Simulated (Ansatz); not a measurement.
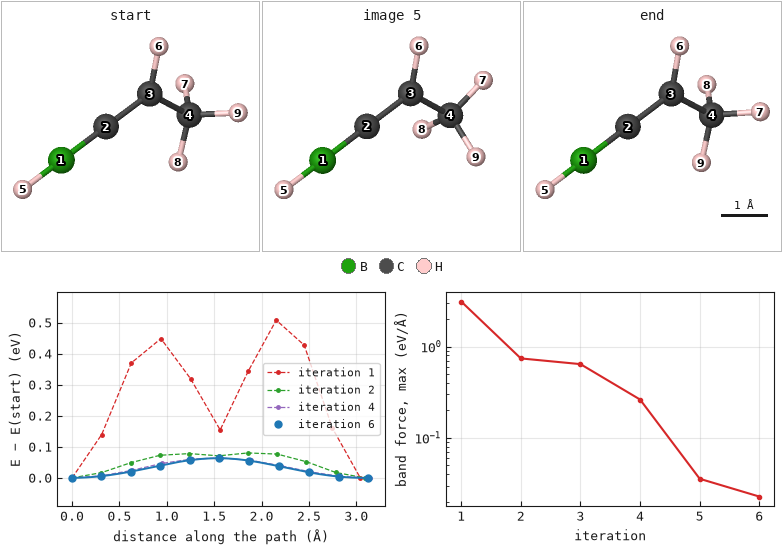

A nudged-elastic-band calculation for C3H5B. Images are numbered from 0 (start) to 10 (end). The plot follows the band through its iterations. A ball-and-stick model, seen from a free direction.

All numbers below come from RKS PBE-D4/def2-SVP in Ansatz. Set-up: 9 movable images; climbing image; force threshold 0.03 eV/Å; iteration limit 60; starting path through a guess of the saddle point.

Question: How did the profile develop, and is the result final?

Answer: The result is final at these settings. The band converged in 6 iterations. The largest component of the band force went from 3.1 to 0.023 eV/Å. The climbing image converged on the top of the path. Its vibrational analysis gives one imaginary mode (186i cm⁻¹), as a transition state must have. The first iteration put the highest image at 0.508 eV. The barrier is about 0.063 eV in both directions, with image 5 at the top; the ends have the same energy.
